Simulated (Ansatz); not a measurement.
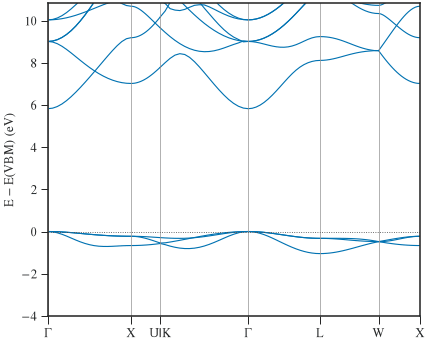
Figure: Band structure from r²SCAN (plane waves, PAW; program Ansatz)

**Question.** Read off the gap and where the band edges lie.

**Answer.** About 5.8 eV (5.83 eV by a search for the band edges); maximum at Γ, minimum at Γ.

The material is KCl (rock salt, Fm-3m).

The r²SCAN relaxation kept the symmetry of its start; phonons on a q-mesh show no instability.

Potentials: the later of the program's two PAW sets.
